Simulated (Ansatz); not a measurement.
**As4 (arsenic tetramer): PBE0/cc-pVDZ**

Aim: the vertical ionisation energy of As4 (arsenic tetramer) at PBE0/cc-pVDZ, from 2 runs. 

The results are computed with Ansatz 0.2.0.

24 further runs of the same task are left out: 7 that didn't finish, 17 set aside as unsound or not needed. Runs told in other sessions of the task aren't counted.

### 1 The molecule

As4: 4 atoms, total charge 0, spin state singlet. SMILES: `[As]12[As]3[As]1[As]23`. Geometry: relaxed at PBE0-D4/def2-TZVP.

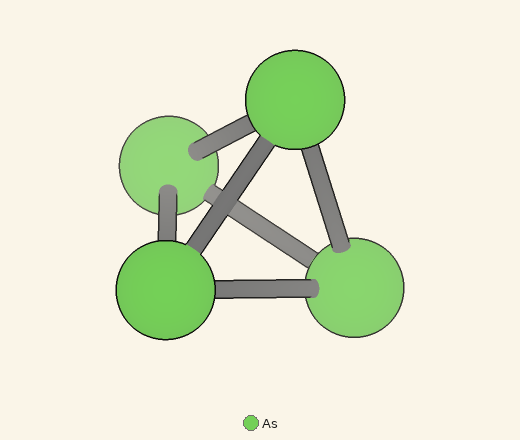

Viewed from a chosen angle; arsenic green.

### 2 The energy at PBE0/cc-pVDZ

Contents of run.yaml:

```yaml
crystal:
  periodic: [false, false, false]
  atoms:
    - {symbol: As, position_ang: [0.408230, -1.037610, 0.980150]}
    - {symbol: As, position_ang: [-0.244980, 1.281220, 0.708840]}
    - {symbol: As, position_ang: [-1.243230, -0.430680, -0.687660]}
    - {symbol: As, position_ang: [1.079970, 0.187070, -1.001320]}
basis:
  gaussian: {orbitals: cc-pVDZ}
hamiltonian: {xc: pbe0}
accuracy: high
output: {orbitals: {seedname: orbitals}}
```

Command:

```
ansatz run run.yaml --threads 1 --pin off --max-ram 3480MiB --events-out events.jsonl --progress --plain --runs-dir runs
```

Log:

```text
Warning: RAYON_NUM_THREADS=1 ignored (pool sized by the plan → 1); use --threads N
Functional definition: PBE0
  name "PBE0"
  parameter a = 0.25
  parameter kappa = 0.804
  parameter beta = 0.06672455060314922
  exchange = (1 - a)*pbe_x(kappa = kappa, mu = beta*pi^2/3) + a*exact_x
  correlation = pbe_c(beta = beta)
2312 factors; integrals over basis functions are off by at most 4.5e-9 eV
mean field evaluation 1: about -243335.5029 eV, gradient 6.1e0 eV
mean field evaluation 2: about -243335.5206 eV, gradient 6.0e0 eV
mean field evaluation 4: about -243335.6352 eV, gradient 5.3e-1 eV
mean field evaluation 8: about -243335.7597 eV, gradient 7.6e-4 eV
mean field evaluation 16: about -243335.7597 eV, gradient 1.6e-7 eV
mean field -243335.75966492 eV, -8942.4242287840 hartree, gradient 6.1e-9 eV, S^2 0.000000; 0 other end points of the search recorded, 0 dependent functions left out
reference -243335.75966661 eV, -8942.4242288459 hartree; 66, 66 occupied and 42, 42 virtual orbitals, 2312 factors
Total energy: -243335.75966661 eV, -8942.4242288459 hartree
```

It took 11 s on 1 thread of Intel Xeon Platinum 8559C (Emerald Rapids), shared host; peak memory 0.61 GiB.

### 3 The doublet cation at the same level

Contents of molecule.yaml:

```yaml
crystal:
  periodic: [false, false, false]
  atoms:
    - symbol: As
      position_ang: [0.408230, -1.037610, 0.980150]
    - symbol: As
      position_ang: [-0.244980, 1.281220, 0.708840]
    - symbol: As
      position_ang: [-1.243230, -0.430680, -0.687660]
    - symbol: As
      position_ang: [1.079970, 0.187070, -1.001320]
basis:
  gaussian:
    orbitals: cc-pVDZ
total_charge: 1
magnetization:
  spin_polarized: true
  initial_magnetization: 1
hamiltonian:
  xc: {name: PBE0}
accuracy: high
output:
  orbitals: {seedname: orbitals}
```

Command:

```
ansatz run molecule.yaml --threads 1 --pin off --max-ram 3480MiB --events-out events.jsonl --progress --plain --runs-dir runs
```

Log, shortened:

```text
Warning: RAYON_NUM_THREADS=1 ignored (pool sized by the plan → 1); use --threads N
[... 2 set-up lines as earlier in the session ...]
[...]
2311 factors; integrals over basis functions are off by at most 4.5e-9 eV
[...]
mean field -243326.81454012 eV, -8942.0955015107 hartree, gradient 3.8e-8 eV, S^2 0.755525; 8 other end points of the search recorded, 0 dependent functions left out
reference -243326.81454182 eV, -8942.0955015731 hartree; 66, 65 occupied and 42, 43 virtual orbitals, 2311 factors
Total energy: -243326.81454182 eV, -8942.0955015731 hartree
```

Wall time 2 min (1 thread of Intel Xeon Platinum 8559C (Emerald Rapids), shared host); peak memory 1.1 GiB.

### 4 Summary of results

At PBE0/cc-pVDZ:

| quantity | value |
| --- | --- |
| singlet As4: total energy | -8942.42423 Eh |
| singlet As4: HOMO energy | -7.01 eV |
| singlet As4: LUMO energy | -0.96 eV |
| singlet As4: HOMO–LUMO gap | 6.05 eV |
| doublet cation: total energy | -8942.09550 Eh |
| doublet cation: HOMO energy (highest over α and β) | -12.53 eV |
| doublet cation: LUMO energy (lowest over α and β) | -10.87 eV |
| doublet cation: ⟨S²⟩ | 0.756 |
| vertical ionisation energy (to the doublet cation) | 8.945 eV |

The vertical ionisation energy comes to 8.95 eV (863 kJ/mol). The negative HOMO energy of the first species, 7.01 eV, lies 1.94 eV below that difference.
